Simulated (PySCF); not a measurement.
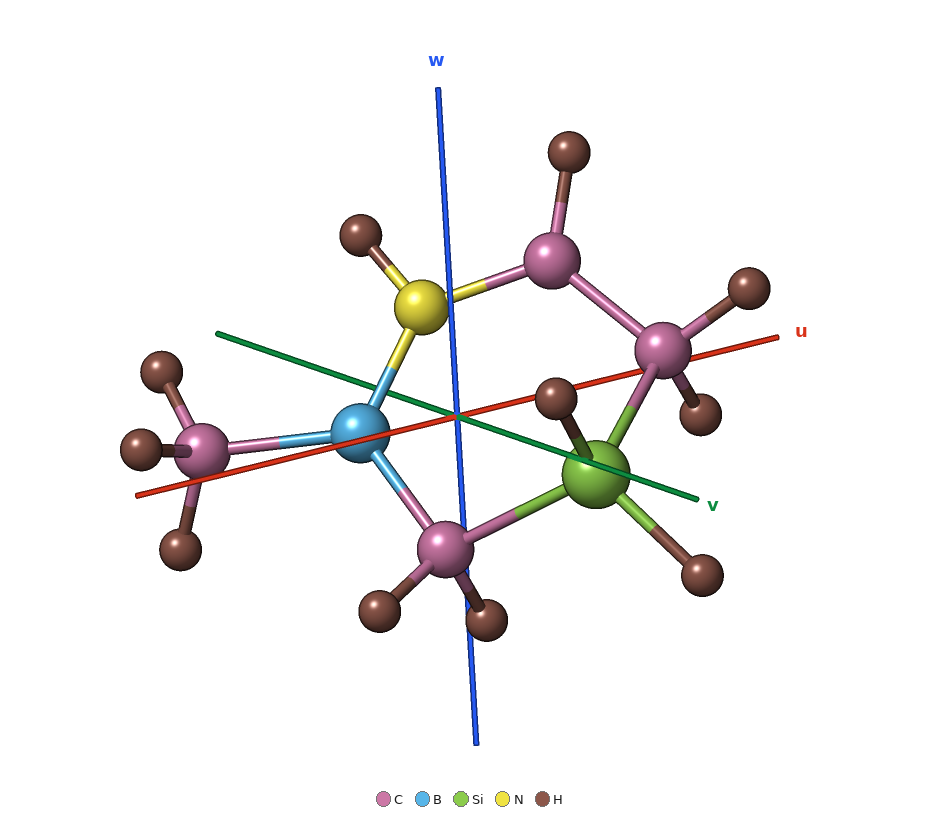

The lines u, v and w are the principal axes of the g tensor. Charge 0, doublet. Computed geometry: GFN2-xTB optimisation. No frequency run is at hand to confirm it as a minimum. Properties computed with UKS B3LYP, pcH-1 on B C H N Si, non-relativistic, mean-field spin-orbit, GIAO (PySCF 2.14.0).

Along which axis does g lie farthest from the free-electron value?

Along w: the shift is 835 ppm.

Give the principal values and shifts.

```
axis        g  shift (ppm)
   u  2.00268          359
   v  2.00240           84
   w  2.00315          835
```

The geometry is semi-empirical. Around B, Si such bond lengths and angles can be off by a tenth of an ångström or more and by several degrees, and values that hang on the shape move with them.
